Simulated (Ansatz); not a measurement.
# A computed series for hypothetical zinc blende CsI: pressure series

Take CsI in the zinc blende structure (space group F-43m, No. 216; a = 8.554 Å; a hypothetical phase, not in the database extracts checked) as the base.

Cell and atoms are relaxed at each pressure.

Method: Ansatz (a program for electronic structure), PBEsol, PAW, cutoff 420 eV, no SOC.

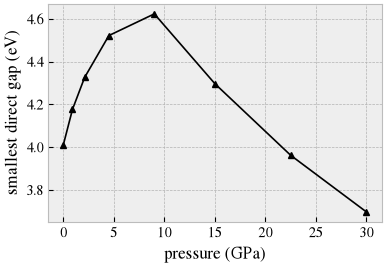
Smallest direct gap against pressure

### Question
From the plot, what is the smallest direct gap for pressure 15 GPa?

### Answer
About 4.30 eV.

### Question
Is the trend monotonic over the range shown?

### Answer
No, it turns within the range, spanning 3.70 eV to 4.62 eV.

With I present, leaving out spin-orbit coupling can change the band edges. Load acts through the strain it causes; cell and atoms are relaxed under it. Whether these cells are dynamically stable was not tested. No other phases were tried under pressure.
